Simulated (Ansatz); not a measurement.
A series of calculations on CH8Ge

**1. Relaxation**

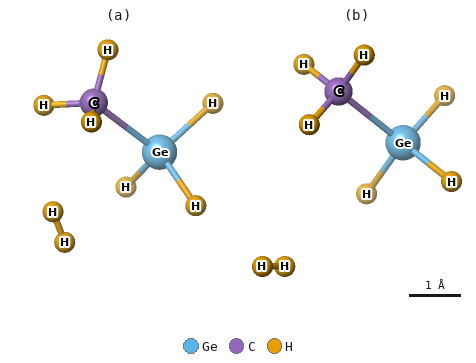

The structure of CH8Ge before (left) and after (right) a relaxation, at one scale.

A ball-and-stick model, seen at a tilt.

The run prepares an end point of a later path (reaction) calculation, from a guessed geometry.

Theory: RKS PBE0-D4/def2-mTZVP in Ansatz. Set-up: no spin polarisation; force threshold 0.03 eV/Å; at most 50 steps.

**Describe what moved and what it gained.**

Over 19 accepted moves (21 points after the start) the energy falls by 21.3 kJ/mol. The largest force component goes from 1.2 to 0.0026 eV/Å. The line search rejected the trial steps at points 6, 17 of the run. The forces were under the threshold at step 10, but the run went on from there. The atom that moves furthest after the best rigid fit is an H atom (1.29 Å). Largest moves by element: H 1.29 Å, C 0.27 Å, Ge 0.22 Å. Among the contacts that change: H–H 0.708 → 0.745 Å, C–Ge 1.961 → 1.954 Å. Groups turn about C–Ge by about 55°.

**2. Relaxation**

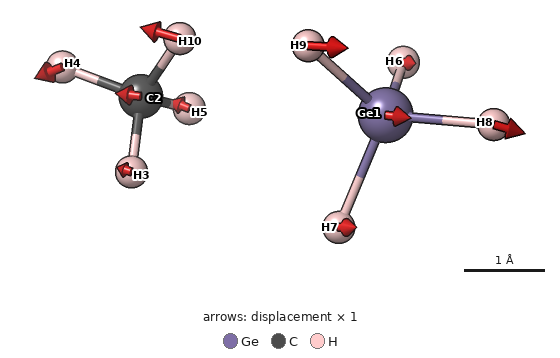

This is a relaxation of CH$_{8}$Ge. The starting structure is drawn; red arrows show the displacements, at their true length. The two geometries are superimposed by the best rigid fit.

A ball-and-stick model, seen at a tilt.

The run prepares an end point of a later path (reaction) calculation, from a guessed geometry.

Computed with RKS PBE0-D4/def2-mTZVP (Ansatz). (no spin polarisation; force threshold 0.03 eV/Å; at most 50 steps)

Which element moves most?

Hydrogen: up to 0.59 Å, against 0.36 Å for germanium.

What happened in the run?

The atom that moves furthest after the best rigid fit is H9 (0.59 Å). By element the largest moves are H 0.59 Å, Ge 0.36 Å, C 0.36 Å. Among the contacts that change: C2–H10 1.098 → 1.090 Å. After 5 geometry steps the energy has fallen by 4.78 kcal/mol. The largest force component goes from 0.5 to 0.02 eV/Å. Cost: 18 s on 1 thread of Arm Neoverse V1 (shared host), peak memory 0.15 GiB.

**3. Path**

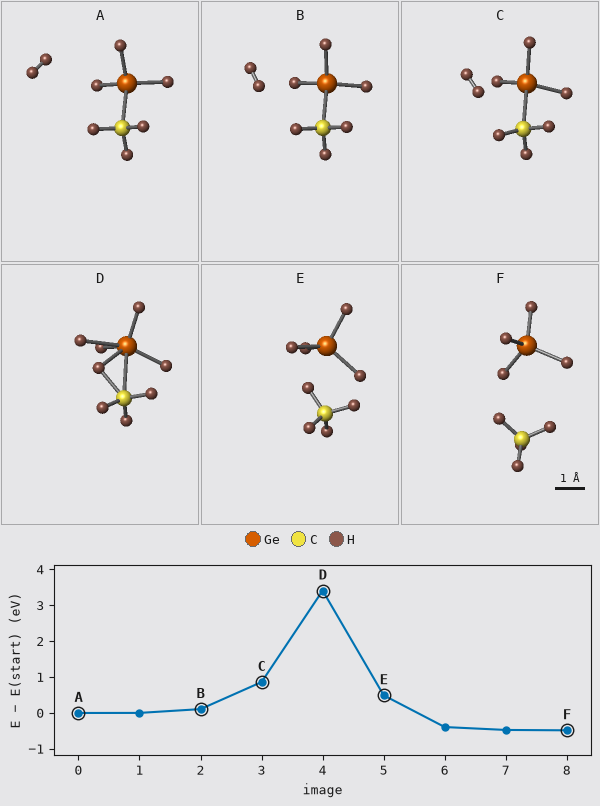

A search for the minimum-energy path of CH8Ge, made up at the start of CH6Ge and H2 by the nudged elastic band. Images are numbered from 0 (start) to 8 (end). Frames A to F are images 0, 2, 3, 4, 5, 8. A ball-and-stick model, seen from a free direction.

These are results of Ansatz, RKS PBE0-D4/def2-mTZVP, not measurements. Set-up: 7 movable images; climbing image; force threshold 0.03 eV/Å; iteration limit 60; starting path through a guess of the saddle point.

Question: Describe the mechanism and the energy profile.

Answer: Breaking: C–Ge (1.95 → 3.89 Å), H–H (0.74 → 2.99 Å). Forming: C–H (3.84 → 1.09 Å), Ge–H (3.56 → 1.54 Å). The energy climbs by 3.41 eV to image 4 and then falls by 3.89 eV, so the end point sits at −0.48 eV. The band converged in 28 iterations, with a climbing image at the top. At the top, the vibrational analysis gives one imaginary mode (1915i cm⁻¹), as a transition state must have.

Limits of the set-up: the start holds two separate molecules, 2.9 Å apart at their closest, whose relative position is a soft coordinate.
